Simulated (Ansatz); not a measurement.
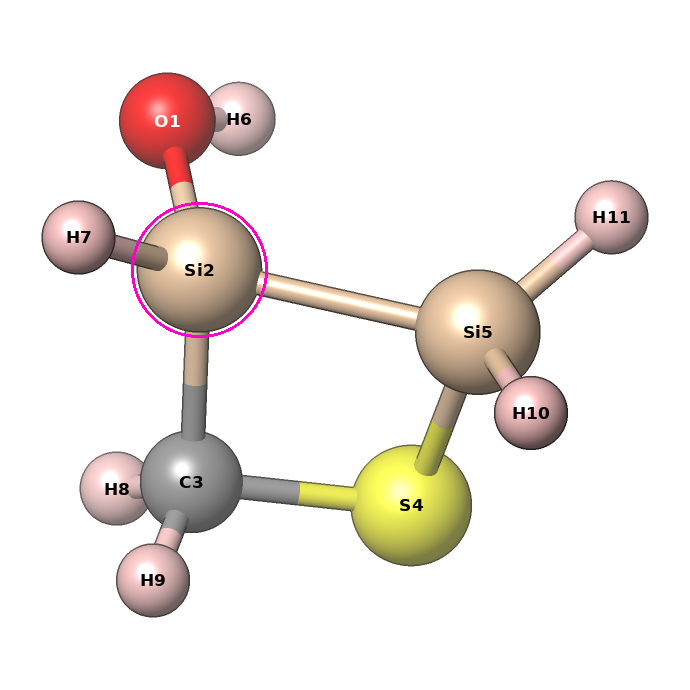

Atoms fade into the background with distance from the viewer. Circles mark the stereogenic atoms. The computed structure is the end point of a PBE0-D4/def2-TZVP optimisation. No frequency run is at hand to confirm it as a minimum.

> Assign CIP descriptors.

Si2: R (priorities Si5 > O1 > C3 > H7).
